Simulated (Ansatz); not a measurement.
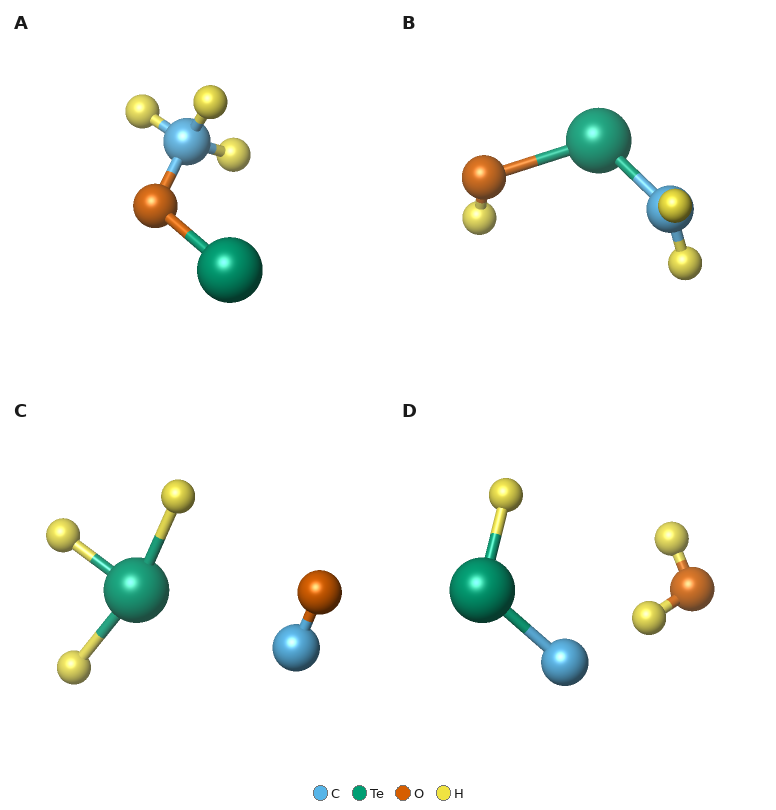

4 stationary structures of one formula. Charge −1, singlet. Geometries: PBE0-D4/def2-TZVPD. Electronic energies: RHF-CCSD(T) (frozen core)/def2-TZVPPD (Ansatz 0.2.0), without zero-point energy. No frequency run is at hand to confirm each as a minimum.

> Which is lowest in energy, and by how much?

A is lowest (Cs); B lies 95.8 kJ/mol above it (C1), C lies 232.2 kJ/mol above it (Cs), D lies 366.8 kJ/mol above it (Cs).
